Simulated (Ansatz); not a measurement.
## CH3P (phosphethene): the vertical ionisation energy, rung by rung

CH3P has 5 atoms, charge 0, and is taken as a singlet. As SMILES, `C=P`. Geometry: relaxed at GFN2-xTB.

```xyz
5

C    -0.2155   -0.4928    0.0910
P     0.7452    0.7767    0.5714
H    -0.3195   -1.3555    0.7292
H    -0.7609   -0.5268   -0.8368
H     0.5505    1.5984   -0.5548
```

Quantity: the vertical ionisation energy (to the doublet cation), in eV. The values are calculated.

```
           level                    kind  program  value (eV)  less FCI/STO-3G  CPU time (all runs)
       HF/STO-3G            Hartree–Fock   Ansatz        6.26            -1.01                0.3 s
   revPBE/STO-3G                     GGA   Ansatz        8.26            +0.99                4.2 s
   r2SCAN/STO-3G                meta-GGA   Ansatz        8.22            +0.95                 11 s
    BHLYP/STO-3G           global hybrid   Ansatz        7.76            +0.49                4.2 s
CAM-B3LYP/STO-3G  range-separated hybrid   Ansatz        8.07            +0.80                4.3 s
    wB97X/STO-3G  range-separated hybrid   Ansatz        8.07            +0.80                 28 s
   B2PLYP/STO-3G           double hybrid   Ansatz        7.87            +0.60                6.1 s
      MP2/STO-3G     perturbation theory   Ansatz        7.44            +0.17               0.33 s
 CCSDT(Q)/STO-3G   coupled cluster or CI   Ansatz        7.50            +0.23                1.2 s
      FCI/STO-3G      exact in the basis   Ansatz        7.27             0.00                3.6 s
```

FCI/STO-3G is exact within its basis and frozen core, so for wave-function methods in that basis the difference is their error; functionals converge differently with the basis, so for them it is only a difference. The values span 6.26 to 8.26 eV. All rows use very small basis sets, so none should be taken for the real molecule's value. In so small a basis fixed costs decide the times, and correlated methods can beat functionals. CPU times are rough (shared hosts, several kinds of processor and program).

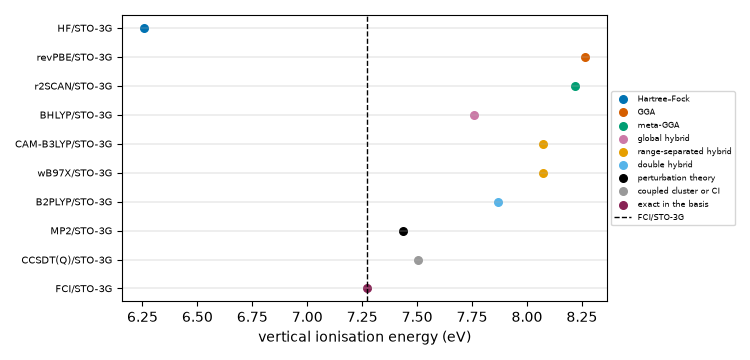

The values of the table, level by level.
